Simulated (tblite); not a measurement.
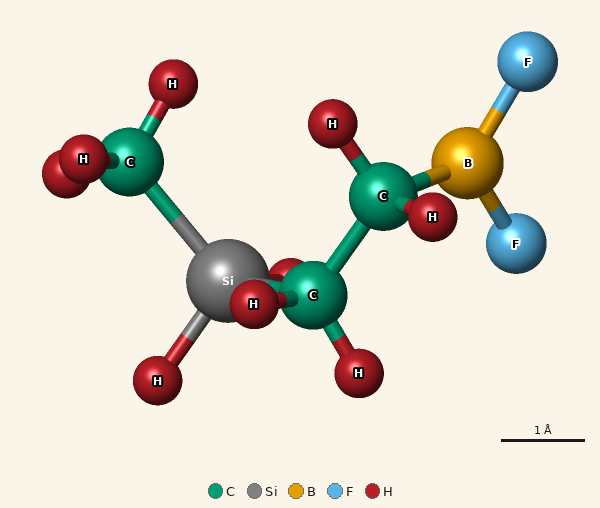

The structure as given in the input (ball-and-stick view, seen at a tilt).

Geometry relaxation of C3H9BF2Si

- system: C3H9BF2Si, SMILES C[SiH2]CCB(F)F
- method: GFN2-xTB geometry optimisation, gas phase (tblite 0.8.0)

It belongs to a series of runs on one base structure; here: H on Si replaced by CH3.

Input:
```
{"job": {"kind": "relax", "xc": "GFN2-xTB", "basis": "xTB"}, "charge": 0, "multiplicity": 1}
C      2.072300     0.321600     0.794600
Si     0.863800    -0.993800     0.226600
C     -0.299800    -0.470100    -1.065000
C     -1.164700     0.724300    -0.726300
B     -2.075700     0.505600     0.543600
F     -2.804000     1.662500     1.014700
F     -2.599700    -0.785400     0.888400
H      2.542500     0.818200    -0.057700
H      1.577900     1.011600     1.520700
H      2.901600    -0.165500     1.368600
H      0.218100    -1.643500     1.388200
H      1.706700    -2.071400    -0.349300
H     -0.865200    -1.341200    -1.435400
H      0.330400    -0.129800    -1.939900
H     -0.566100     1.648000    -0.597700
H     -1.845700     0.917700    -1.585600
```

The first line tells a small driver script what to run in tblite; the rest is the geometry in Å.

Launched with:
```bash
OMP_NUM_THREADS=1 python <driver script> task.json out
```

The program's output:
```
step      E/eV     max force
  0    -639.31153    3.471
  1    -639.85860    2.079
  2    -640.04015    1.982
  3    -640.10258    0.923
  4    -640.15759    0.525
  5    -640.16817    0.376
  6    -640.17916    0.246
  7    -640.18315    0.234
  8    -640.18808    0.167
  9    -640.19035    0.142
 10    -640.19244    0.104
 11    -640.19450    0.163
 12    -640.19669    0.152
 13    -640.19826    0.098
 14    -640.19928    0.095
 15    -640.20018    0.083
 16    -640.20122    0.089
 17    -640.20238    0.091
 18    -640.20360    0.084
 19    -640.20480    0.087
 20    -640.20599    0.088
 21    -640.20714    0.090
 22    -640.20827    0.083
 23    -640.20952    0.110
 24    -640.21095    0.119
 25    -640.21239    0.091
 26    -640.21355    0.080
 27    -640.21428    0.059
 28    -640.21469    0.047
 29    -640.21500    0.042
 30    -640.21534    0.052
 31    -640.21572    0.072
 32    -640.21610    0.070
 33    -640.21638    0.040
 34    -640.21657    0.036
 35    -640.21675    0.033
 36    -640.21702    0.057
 37    -640.21739    0.070
 38    -640.21777    0.050
 39    -640.21805    0.047
 40    -640.21829    0.043
 41    -640.21857    0.063
 42    -640.21891    0.072
 43    -640.21918    0.047
 44    -640.21932    0.028
 45    -640.21939    0.023
 46    -640.21947    0.028
 47    -640.21957    0.032
 48    -640.21966    0.020
 49    -640.21972    0.020
 50    -640.21979    0.020
 51    -640.21986    0.028
 52    -640.21991    0.024
 53    -640.21995    0.014
 54    -640.21997    0.010
 55    -640.21999    0.014
 56    -640.22003    0.022
 57    -640.22006    0.020
 58    -640.22009    0.010
```

Trajectory as extended XYZ (Å, eV, eV/Å), 14 of the 59 frames kept, from step=0 to step=58:
```
16
Properties=species:S:1:pos:R:3:forces:R:3 step=0 energy=-639.31153
C     2.0723    0.3216    0.7946    0.5680   0.1340   1.1340
Si    0.8638   -0.9938    0.2266    1.3460  -1.7450   1.5820
C    -0.2998   -0.4701   -1.0650    0.0670   0.6480  -2.5860
C    -1.1647    0.7243   -0.7263   -0.5650   0.2530   0.4630
B    -2.0757    0.5056    0.5436   -3.0740  -0.0570   0.4070
F    -2.8040    1.6625    1.0147    1.5530  -2.9000  -0.5320
F    -2.5997   -0.7854    0.8884    1.2050   3.2330  -0.3810
H     2.5425    0.8182   -0.0577   -0.2540   0.2570   0.4290
H     1.5779    1.0116    1.5207    0.5780  -0.1890  -0.8820
H     2.9016   -0.1655    1.3686   -0.6990   0.4110  -0.4890
H     0.2181   -1.6435    1.3882   -0.0530   0.2490  -0.1120
H     1.7067   -2.0714   -0.3493   -0.1260   0.0830  -0.0770
H    -0.8652   -1.3412   -1.4354   -0.0640   0.5360   0.2260
H     0.3304   -0.1298   -1.9399   -0.5190  -0.4960   0.4770
H    -0.5661    1.6480   -0.5977   -0.1630  -0.4880  -0.1490
H    -1.8457    0.9177   -1.5856    0.2000   0.0700   0.4900
16
Properties=species:S:1:pos:R:3:forces:R:3 step=4 energy=-640.15759
C     2.0837    0.3127    0.8183    0.0410  -0.0500   0.0980
Si    0.9033   -1.0523    0.2620   -0.0510  -0.1530  -0.0360
C    -0.2803   -0.4543   -1.0992    0.1840  -0.0420  -0.1440
C    -1.1837    0.7178   -0.7146    0.2690   0.0160  -0.4500
B    -2.1579    0.5158    0.4695   -0.3690  -0.0510   0.3210
F    -2.7667    1.5452    1.0347   -0.0180  -0.0800   0.1320
F    -2.5675   -0.6593    0.9048    0.0090   0.0320   0.0990
H     2.5219    0.8379   -0.0235   -0.0350   0.1120   0.0150
H     1.6049    1.0246    1.4820    0.0230   0.1100  -0.0580
H     2.8964   -0.1505    1.3664    0.1000   0.0760   0.0900
H     0.2012   -1.6363    1.4021   -0.0910   0.0390   0.0700
H     1.7171   -2.0910   -0.3646    0.0990  -0.1990  -0.0970
H    -0.8780   -1.3066   -1.4296   -0.0560   0.1310   0.0410
H     0.3219   -0.1439   -1.9606   -0.1000  -0.0940   0.0120
H    -0.5797    1.6178   -0.5974    0.0250   0.0470   0.1010
H    -1.8443    0.9313   -1.5617   -0.0300   0.1060  -0.1950
16
Properties=species:S:1:pos:R:3:forces:R:3 step=9 energy=-640.19035
C     2.0885    0.3065    0.8272   -0.0140  -0.0010  -0.0200
Si    0.9122   -1.0770    0.2593   -0.0030   0.0780  -0.0510
C    -0.2697   -0.4542   -1.1094   -0.0600   0.0180   0.0520
C    -1.1848    0.7235   -0.7381   -0.0110  -0.0170   0.0320
B    -2.1775    0.5128    0.4708    0.0560  -0.0040  -0.0680
F    -2.7728    1.5329    1.0647    0.0300  -0.0370   0.0160
F    -2.5681   -0.6597    0.9289    0.0470   0.0040  -0.0010
H     2.5124    0.8499   -0.0134    0.0130  -0.0390  -0.0170
H     1.6082    1.0383    1.4708   -0.0520  -0.0500   0.0140
H     2.9129   -0.1311    1.3830    0.0050   0.0720   0.0200
H     0.1842   -1.6266    1.4101    0.0080   0.0410  -0.0680
H     1.7290   -2.1252   -0.3775   -0.0460  -0.0170   0.0380
H    -0.8918   -1.2913   -1.4263   -0.0130  -0.0140   0.0000
H     0.3213   -0.1612   -1.9811   -0.0330  -0.0360   0.0140
H    -0.5777    1.6200   -0.5825   -0.0640  -0.0360   0.0270
H    -1.8339    0.9513   -1.5980    0.1370   0.0360   0.0110
16
Properties=species:S:1:pos:R:3:forces:R:3 step=13 energy=-640.19826
C     2.0893    0.3072    0.8272    0.0050   0.0190  -0.0060
Si    0.9159   -1.0720    0.2487    0.0020  -0.0280   0.0340
C    -0.2781   -0.4545   -1.1077    0.0490  -0.0580  -0.0300
C    -1.1883    0.7243   -0.7389    0.0680   0.0000  -0.0400
B    -2.1761    0.5081    0.4674   -0.0460  -0.0140  -0.0080
F    -2.7655    1.5225    1.0769    0.0320  -0.0060  -0.0020
F    -2.5547   -0.6643    0.9350    0.0520  -0.0240  -0.0210
H     2.5128    0.8456   -0.0157    0.0080   0.0370  -0.0100
H     1.5942    1.0303    1.4695   -0.0460   0.0050  -0.0350
H     2.9189   -0.1061    1.3938   -0.0250  -0.0200  -0.0060
H     0.1798   -1.6116    1.3948   -0.0190   0.0110   0.0020
H     1.7194   -2.1403   -0.3716   -0.0360   0.0200   0.0140
H    -0.9016   -1.2915   -1.4233   -0.0260  -0.0190   0.0410
H     0.3120   -0.1757   -1.9844   -0.0370   0.0300  -0.0060
H    -0.5864    1.6180   -0.5665    0.0640   0.0230   0.0710
H    -1.7991    0.9689   -1.6166   -0.0470   0.0230   0.0020
16
Properties=species:S:1:pos:R:3:forces:R:3 step=18 energy=-640.20360
C     2.0875    0.3133    0.8217   -0.0400  -0.0070  -0.0150
Si    0.9175   -1.0710    0.2496   -0.0660   0.0150  -0.0500
C    -0.2784   -0.4616   -1.1116   -0.0240   0.0540   0.0080
C    -1.1785    0.7279   -0.7423   -0.0030  -0.0130   0.0220
B    -2.1750    0.5004    0.4564    0.0740  -0.0040   0.0390
F    -2.7508    1.5121    1.0830   -0.0170  -0.0330  -0.0100
F    -2.5285   -0.6774    0.9299   -0.0060   0.0000  -0.0290
H     2.5148    0.8552   -0.0179   -0.0090   0.0100   0.0150
H     1.5693    1.0283    1.4549    0.0160   0.0350  -0.0170
H     2.9125   -0.0953    1.3987   -0.0320   0.0110  -0.0050
H     0.1672   -1.5988    1.3906   -0.0090   0.0070   0.0330
H     1.7041   -2.1492   -0.3643    0.0260  -0.0300  -0.0070
H    -0.9144   -1.2988   -1.4070    0.0390   0.0440   0.0070
H     0.2982   -0.1798   -1.9958   -0.0070  -0.0610  -0.0070
H    -0.5707    1.6143   -0.5348    0.0120  -0.0660  -0.0340
H    -1.7825    0.9894   -1.6225    0.0470   0.0370   0.0500
16
Properties=species:S:1:pos:R:3:forces:R:3 step=22 energy=-640.20827
C     2.0750    0.3191    0.8124   -0.0240   0.0170   0.0050
Si    0.9076   -1.0707    0.2435    0.0510  -0.0290   0.0340
C    -0.2821   -0.4597   -1.1163    0.0350  -0.0740  -0.0160
C    -1.1681    0.7312   -0.7388    0.0570   0.0070   0.0060
B    -2.1569    0.4909    0.4579   -0.0250  -0.0010   0.0090
F    -2.7414    1.4950    1.0866   -0.0330  -0.0220   0.0380
F    -2.5045   -0.6938    0.9168   -0.0200  -0.0070   0.0100
H     2.5136    0.8672   -0.0174   -0.0260  -0.0380  -0.0270
H     1.5484    1.0368    1.4356    0.0070   0.0250   0.0140
H     2.8946   -0.0840    1.4010   -0.0410   0.0050  -0.0020
H     0.1532   -1.5838    1.3943    0.0350   0.0270  -0.0340
H     1.6935   -2.1619   -0.3577   -0.0170   0.0300   0.0210
H    -0.9209   -1.2982   -1.3903   -0.0540  -0.0160  -0.0530
H     0.2849   -0.1977   -2.0115    0.0140  -0.0170  -0.0070
H    -0.5456    1.5983   -0.5112    0.0530   0.0570  -0.0220
H    -1.7588    1.0203   -1.6164   -0.0100   0.0370   0.0240
16
Properties=species:S:1:pos:R:3:forces:R:3 step=27 energy=-640.21428
C     2.0510    0.3332    0.8029    0.0160   0.0010   0.0110
Si    0.9043   -1.0726    0.2401   -0.0450   0.0150  -0.0350
C    -0.2837   -0.4736   -1.1269   -0.0340   0.0240  -0.0040
C    -1.1377    0.7382   -0.7284    0.0000  -0.0010   0.0040
B    -2.1365    0.4797    0.4623   -0.0040   0.0110  -0.0060
F    -2.7422    1.4642    1.1025    0.0080  -0.0020   0.0000
F    -2.4826   -0.7148    0.9000    0.0060   0.0140  -0.0260
H     2.5014    0.8678   -0.0284   -0.0140  -0.0160  -0.0310
H     1.5237    1.0591    1.4159   -0.0230   0.0110  -0.0120
H     2.8592   -0.0691    1.4050    0.0340   0.0150   0.0260
H     0.1461   -1.5593    1.3944   -0.0010  -0.0230   0.0270
H     1.6818   -2.1728   -0.3441    0.0450  -0.0140   0.0030
H    -0.9454   -1.3001   -1.3888   -0.0140   0.0270  -0.0140
H     0.2755   -0.2292   -2.0327    0.0010   0.0050   0.0290
H    -0.4941    1.5901   -0.4925    0.0200  -0.0350   0.0200
H    -1.7285    1.0681   -1.5927    0.0060  -0.0320   0.0080
16
Properties=species:S:1:pos:R:3:forces:R:3 step=31 energy=-640.21572
C     2.0478    0.3352    0.8025   -0.0210  -0.0200  -0.0190
Si    0.8992   -1.0732    0.2370    0.0410  -0.0340   0.0490
C    -0.2888   -0.4746   -1.1290    0.0210  -0.0200   0.0220
C    -1.1320    0.7403   -0.7249   -0.0100   0.0000   0.0040
B    -2.1334    0.4799    0.4619    0.0060   0.0020   0.0060
F    -2.7416    1.4588    1.1068    0.0010   0.0210   0.0050
F    -2.4779   -0.7174    0.8912   -0.0120  -0.0140  -0.0110
H     2.4953    0.8630   -0.0361   -0.0050  -0.0170   0.0150
H     1.5152    1.0651    1.4082    0.0100  -0.0150  -0.0300
H     2.8572   -0.0613    1.4098   -0.0200   0.0330  -0.0190
H     0.1459   -1.5588    1.3978    0.0090  -0.0130  -0.0120
H     1.6875   -2.1746   -0.3394   -0.0010   0.0330   0.0140
H    -0.9556   -1.2954   -1.3931   -0.0160   0.0050  -0.0100
H     0.2745   -0.2333   -2.0321   -0.0010   0.0210  -0.0040
H    -0.4787    1.5827   -0.4845   -0.0030  -0.0010   0.0070
H    -1.7221    1.0726   -1.5873    0.0010   0.0190  -0.0160
16
Properties=species:S:1:pos:R:3:forces:R:3 step=36 energy=-640.21702
C     2.0405    0.3342    0.7972    0.0060   0.0140   0.0000
Si    0.8994   -1.0802    0.2422   -0.0460  -0.0080  -0.0330
C    -0.2900   -0.4788   -1.1263    0.0050   0.0090  -0.0070
C    -1.1270    0.7416   -0.7204    0.0240  -0.0050  -0.0100
B    -2.1305    0.4802    0.4632   -0.0230  -0.0030   0.0030
F    -2.7390    1.4573    1.1118    0.0130  -0.0150   0.0010
F    -2.4784   -0.7213    0.8797   -0.0200   0.0200   0.0060
H     2.4889    0.8539   -0.0441    0.0050   0.0090  -0.0330
H     1.5057    1.0688    1.3926   -0.0260   0.0220  -0.0050
H     2.8510   -0.0463    1.4107    0.0080  -0.0140   0.0100
H     0.1462   -1.5653    1.4014   -0.0010  -0.0220   0.0070
H     1.6967   -2.1713   -0.3327    0.0150  -0.0160  -0.0070
H    -0.9666   -1.2903   -1.3981    0.0370   0.0020   0.0190
H     0.2736   -0.2324   -2.0293   -0.0010  -0.0110   0.0300
H    -0.4661    1.5763   -0.4751   -0.0120   0.0130   0.0070
H    -1.7120    1.0824   -1.5840    0.0160   0.0060   0.0110
16
Properties=species:S:1:pos:R:3:forces:R:3 step=40 energy=-640.21829
C     2.0313    0.3367    0.7882   -0.0100  -0.0060  -0.0020
Si    0.8951   -1.0902    0.2455    0.0310   0.0120   0.0030
C    -0.2897   -0.4808   -1.1222    0.0100   0.0090   0.0100
C    -1.1187    0.7437   -0.7141   -0.0110   0.0100   0.0070
B    -2.1305    0.4790    0.4622    0.0030   0.0080  -0.0020
F    -2.7320    1.4539    1.1191   -0.0040   0.0130   0.0100
F    -2.4877   -0.7227    0.8695   -0.0160   0.0020  -0.0020
H     2.4827    0.8447   -0.0606   -0.0220  -0.0080   0.0090
H     1.4877    1.0773    1.3695    0.0080   0.0070  -0.0210
H     2.8412   -0.0315    1.4113   -0.0190   0.0000  -0.0010
H     0.1450   -1.5816    1.4072    0.0220  -0.0010  -0.0370
H     1.7106   -2.1719   -0.3276   -0.0280   0.0020   0.0030
H    -0.9686   -1.2883   -1.3973    0.0110  -0.0030   0.0090
H     0.2759   -0.2331   -2.0219    0.0270  -0.0160  -0.0080
H    -0.4564    1.5752   -0.4619    0.0110  -0.0100   0.0330
H    -1.6935    1.0984   -1.5782   -0.0150  -0.0190  -0.0110
16
Properties=species:S:1:pos:R:3:forces:R:3 step=45 energy=-640.21939
C     2.0235    0.3383    0.7815    0.0040   0.0120   0.0040
Si    0.8977   -1.0949    0.2471   -0.0060  -0.0080  -0.0070
C    -0.2859   -0.4797   -1.1169    0.0050  -0.0090  -0.0080
C    -1.1145    0.7459   -0.7085    0.0090  -0.0160  -0.0010
B    -2.1331    0.4808    0.4625   -0.0040   0.0020   0.0070
F    -2.7266    1.4563    1.1266    0.0060   0.0050  -0.0030
F    -2.5027   -0.7202    0.8611   -0.0070   0.0050  -0.0090
H     2.4736    0.8352   -0.0734    0.0150   0.0060  -0.0050
H     1.4756    1.0865    1.3476   -0.0020   0.0120   0.0090
H     2.8306   -0.0207    1.4123    0.0040   0.0120   0.0100
H     0.1505   -1.5982    1.4027   -0.0010  -0.0020   0.0040
H     1.7154   -2.1732   -0.3252   -0.0090  -0.0140  -0.0160
H    -0.9641   -1.2871   -1.3937   -0.0030   0.0040   0.0000
H     0.2857   -0.2361   -2.0148   -0.0070   0.0070   0.0010
H    -0.4503    1.5727   -0.4441   -0.0070  -0.0100  -0.0010
H    -1.6830    1.1034   -1.5762    0.0040  -0.0040   0.0140
16
Properties=species:S:1:pos:R:3:forces:R:3 step=49 energy=-640.21972
C     2.0213    0.3419    0.7798    0.0010  -0.0090   0.0000
Si    0.8995   -1.0973    0.2468    0.0010  -0.0010  -0.0010
C    -0.2840   -0.4817   -1.1169   -0.0080   0.0010   0.0080
C    -1.1115    0.7432   -0.7054    0.0000   0.0100   0.0050
B    -2.1332    0.4813    0.4632    0.0020  -0.0100  -0.0050
F    -2.7231    1.4581    1.1288    0.0080  -0.0030  -0.0050
F    -2.5087   -0.7196    0.8557   -0.0190  -0.0030   0.0070
H     2.4743    0.8340   -0.0770    0.0040   0.0040   0.0130
H     1.4710    1.0923    1.3417    0.0010  -0.0030  -0.0110
H     2.8267   -0.0125    1.4156    0.0040   0.0080   0.0060
H     0.1514   -1.6024    1.4017    0.0060   0.0050  -0.0010
H     1.7124   -2.1786   -0.3289   -0.0060   0.0050  -0.0030
H    -0.9650   -1.2867   -1.3924    0.0060  -0.0090  -0.0110
H     0.2869   -0.2362   -2.0148   -0.0120  -0.0010   0.0030
H    -0.4480    1.5683   -0.4370    0.0180   0.0090  -0.0010
H    -1.6776    1.1049   -1.5722   -0.0060  -0.0030  -0.0030
16
Properties=species:S:1:pos:R:3:forces:R:3 step=54 energy=-640.21997
C     2.0214    0.3425    0.7793    0.0050   0.0000   0.0020
Si    0.9014   -1.0985    0.2465   -0.0020   0.0000  -0.0040
C    -0.2840   -0.4828   -1.1154    0.0040  -0.0010  -0.0060
C    -1.1100    0.7424   -0.7024    0.0000  -0.0060  -0.0050
B    -2.1340    0.4801    0.4636   -0.0040   0.0030   0.0040
F    -2.7189    1.4601    1.1288    0.0000   0.0000   0.0070
F    -2.5198   -0.7185    0.8534   -0.0050   0.0030  -0.0040
H     2.4767    0.8337   -0.0766    0.0060   0.0000  -0.0030
H     1.4687    1.0950    1.3358   -0.0090  -0.0040  -0.0030
H     2.8259   -0.0060    1.4193    0.0010  -0.0070   0.0060
H     0.1543   -1.6053    1.4013    0.0050   0.0070   0.0020
H     1.7096   -2.1807   -0.3335    0.0040   0.0060   0.0010
H    -0.9633   -1.2884   -1.3945    0.0000   0.0030   0.0060
H     0.2856   -0.2351   -2.0131    0.0020  -0.0020  -0.0020
H    -0.4446    1.5670   -0.4344   -0.0040  -0.0080  -0.0040
H    -1.6766    1.1035   -1.5695   -0.0010   0.0050   0.0030
16
Properties=species:S:1:pos:R:3:forces:R:3 step=58 energy=-640.22009
C     2.0223    0.3428    0.7788   -0.0060  -0.0010  -0.0040
Si    0.9028   -1.0981    0.2456   -0.0020  -0.0080  -0.0050
C    -0.2837   -0.4837   -1.1160   -0.0030  -0.0010   0.0020
C    -1.1094    0.7409   -0.7015   -0.0010   0.0030   0.0020
B    -2.1347    0.4798    0.4644   -0.0020   0.0020  -0.0030
F    -2.7162    1.4604    1.1318    0.0040   0.0020   0.0040
F    -2.5271   -0.7179    0.8504    0.0000   0.0000  -0.0050
H     2.4796    0.8332   -0.0766    0.0090  -0.0020   0.0010
H     1.4636    1.0947    1.3301    0.0050   0.0040   0.0060
H     2.8244   -0.0035    1.4234   -0.0070   0.0000   0.0000
H     0.1570   -1.6036    1.4020    0.0030   0.0060  -0.0010
H     1.7096   -2.1803   -0.3353    0.0080   0.0000   0.0000
H    -0.9633   -1.2893   -1.3937    0.0000  -0.0040   0.0000
H     0.2852   -0.2358   -2.0143   -0.0020  -0.0020   0.0000
H    -0.4424    1.5635   -0.4332   -0.0010   0.0060   0.0060
H    -1.6754    1.1059   -1.5673   -0.0050  -0.0040  -0.0040
```

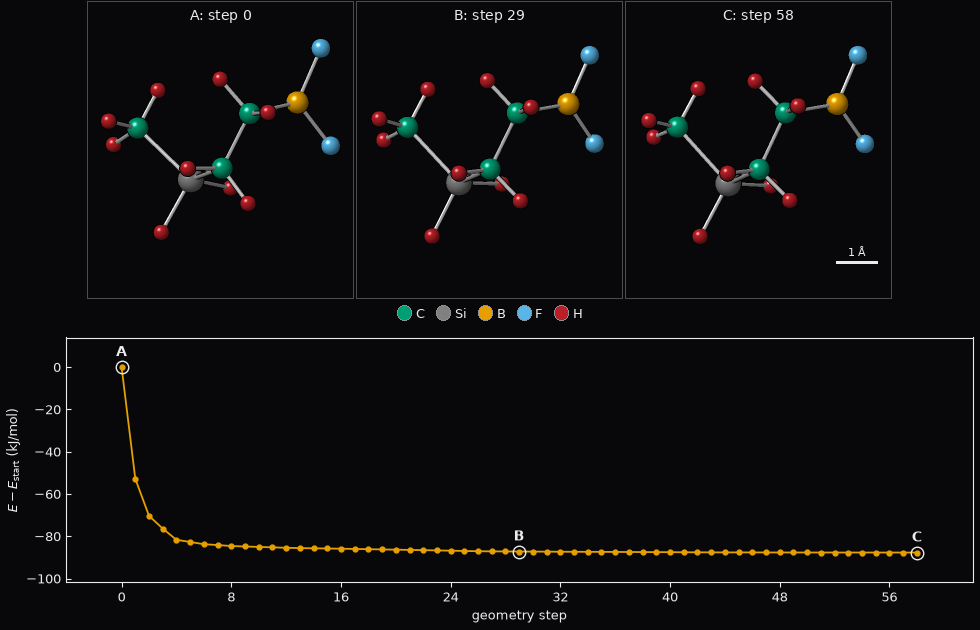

Frames of the relaxation (ball-and-stick view, seen at a tilt) above the curves, on which the letters mark them (steps are counted from 0).

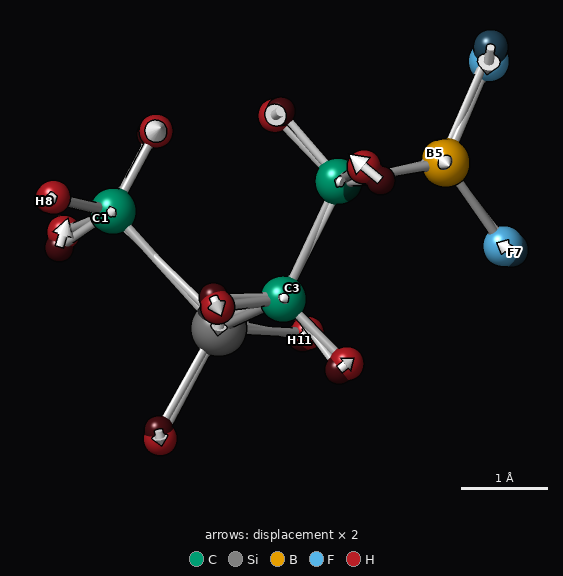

Start (faint) and end (solid) with the displacements as white arrows, magnified 2 times (ball-and-stick view, seen at a tilt). The two geometries are laid on each other by the best rigid fit. Over 58 geometry steps the energy falls by 87.7 kJ/mol. Largest force component: 3.2 eV/Å at the start, 0.009 eV/Å at the end. The largest moves after the best rigid fit, 0.25 Å, are those of F6 and H16. By element the largest moves are H 0.25 Å, F 0.25 Å, Si 0.11 Å, B 0.10 Å, C 0.06 Å. Among the contacts that change: B5–F6 1.446 → 1.321 Å, B5–F7 1.435 → 1.318 Å, Si2–C3 1.816 → 1.908 Å, C3–H14 1.131 → 1.092 Å. Among the angles that change: H8–C1–H9 114.6° → 107.7°, C1–Si2–C3 115.2° → 108.8°, C4–B5–F6 116.2° → 122.5°. (Atoms are counted from 1 in the order of the input.)

Summary:

| quantity | value |
| --- | --- |
| outcome | converged |
| total energy | −640.2201 eV |
| hardware | 1 CPU thread, shared host |
| peak memory | 0.18 GiB |
